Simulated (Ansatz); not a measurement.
**How methods differ on SbH3 (SMILES [H][Sb]([H])[H])**

SbH3 has 4 atoms, charge 0, and is taken as a singlet. As SMILES, `[H][Sb]([H])[H]`. Geometry: a GFN2-xTB relaxation, a rough one for these elements and not checked as a minimum.

```xyz
4

Sb   -0.0054    0.0070    0.7453
H     1.3628   -0.0310   -0.2384
H    -0.6566    1.1911   -0.2614
H    -0.7008   -1.1671   -0.2455
```

Quantity: the energy change with the Sb1–H3 bond stretched from 1.685 to 3.370 Å, in eV. The values are calculated.

```
                        level                    kind  program  value (eV)  less FCI/STO-3G  CPU time (all runs)
      PBE/STO-3G (restricted)                     GGA   Ansatz        5.06            +1.40                2.4 s
   revPBE/STO-3G (restricted)                     GGA   Ansatz        4.96            +1.30                2.5 s
   r2SCAN/STO-3G (restricted)                meta-GGA   Ansatz        5.42            +1.76                6.6 s
  r2SCAN0/STO-3G (restricted)         hybrid meta-GGA   Ansatz        5.98            +2.32                6.2 s
CAM-B3LYP/STO-3G (restricted)  range-separated hybrid   Ansatz        6.17            +2.51                  3 s
      MP2/STO-3G (restricted)     perturbation theory   Ansatz        5.25            +1.59               0.52 s
  BCCD(T)/STO-3G (restricted)   coupled cluster or CI   Ansatz        3.65            -0.01               0.58 s
                   FCI/STO-3G      exact in the basis   Ansatz        3.66             0.00                0.9 s
```

FCI/STO-3G is exact within its basis and frozen core, so for wave-function methods in that basis the difference is their error; functionals converge differently with the basis, so for them it is only a difference. All-electron rows without a relativistic Hamiltonian named are non-relativistic. The first shape isn't each level's own minimum. The values span 3.65 to 6.17 eV. All rows use very small basis sets, so none should be taken for the real molecule's value. In the correlated wave-function rows the outer d shell of Sb is correlated, in sets not made for it. In so small a basis fixed costs decide the times, and correlated methods can beat functionals. CPU times are rough (shared hosts, several kinds of processor and program).

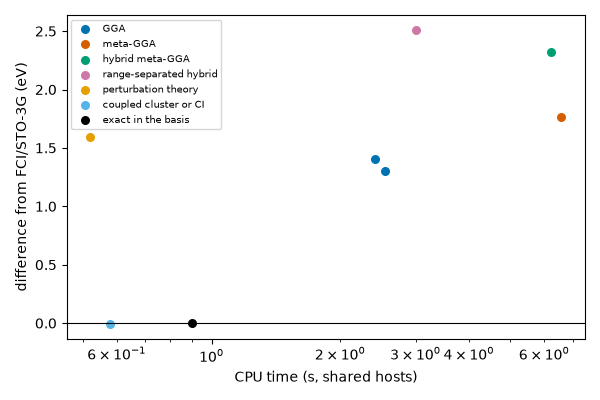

Difference from FCI/STO-3G against processor time, one point a level.
